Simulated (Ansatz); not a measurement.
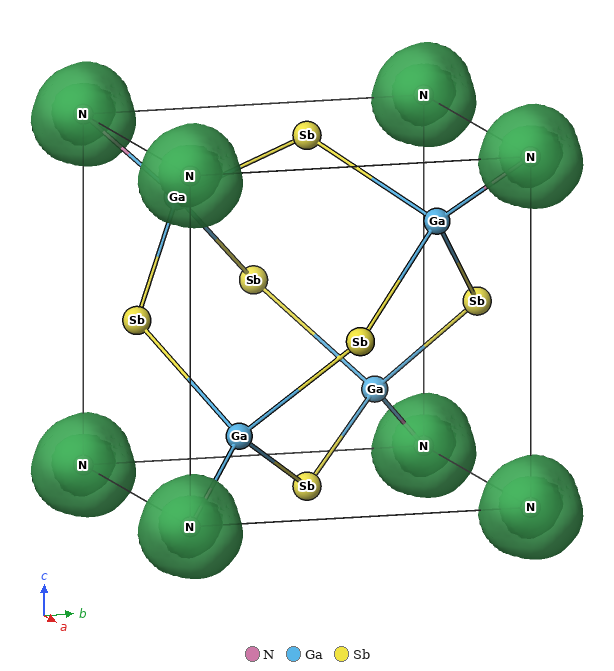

Ga4Sb3N. Isosurface of the ELF at 0.75 (green), seen slightly off an axis. Only the valence region is drawn (cores and ρ < 0.01 e/Å³ removed). Sticks mark near contacts.

Space group P-43m; started from the ordered alloy on zincblende lattice prototype, which need not be the ambient phase; computed pressure about 2 GPa in this cell.

All numbers below come from DFT, PBE, plane waves, PAW (Ansatz).

Input

```
crystal:
  lattice:
    - [5.728403414, 0.0, 0.0]
    - [0.0, 5.728403414, 0.0]
    - [0.0, 0.0, 5.728403414]
  atoms:
    - { symbol: "N", position: [0.0, 0.0, 0.0] }
    - { symbol: Ga, position: [0.790403134, 0.790403134, 0.790403134] }
    - { symbol: Sb, position: [0.5, 0.5, 0.0] }
    - { symbol: Ga, position: [0.209596866, 0.209596866, 0.790403134] }
    - { symbol: Sb, position: [0.5, 0.0, 0.5] }
    - { symbol: Ga, position: [0.209596866, 0.790403134, 0.209596866] }
    - { symbol: Sb, position: [0.0, 0.5, 0.5] }
    - { symbol: Ga, position: [0.790403134, 0.209596866, 0.209596866] }
kpoints:
  mp_grid: { grid: [4, 4, 4] }
  band_path:
    path:
      - [[0.0, 0.0, 0.0], [-2.636631992477e-51, 0.5, -1.232759395432e-33], [0.5, 0.5, -1.868751174439e-33], [0.0, 0.0, 0.0], [0.5, 0.5, 0.5], [-2.636631992477e-51, 0.5, -1.232759395432e-33]]
      - [[0.5, 0.5, 0.5], [0.5, 0.5, -1.868751174439e-33]]
    npoints: 10
hamiltonian:
  xc: pbe
scf:
  occupations: { method: fermi_dirac, width: 0.02 }
  n_extra_bands: 6
output:
  forces: true
  stress: true
  eigenvalues: true
  write_density: true
  write_potential: true
  elf: true
  volumetric_format: npy
```

Run with:

```sh
ansatz run input.yaml --threads 4 --pin off --max-ram 6451MiB --backend cpu --events-out ev --progress --plain --runs-dir out
```

Below, planes, directions and counts refer to the conventional cell (a = 5.73 Å, b = 5.73 Å, c = 5.73 Å, α = 90.00°, β = 90.00°, γ = 90.00°).

### Identify the bonds, lone pairs and shells in this picture.

The surface consists of one region wrapped around N (its valence shell), counted in one cell of 8 atoms. Regions shared between cells count once.

Values along the shortest contacts:
Ga–N (2.08 Å): the ELF peaks at about 0.85 in the valence shell of N, 0.7 Å from its nucleus, and is about 0.45 at the midpoint. Ga–Sb (2.64 Å): the ELF peaks at about 0.70 between the atoms.
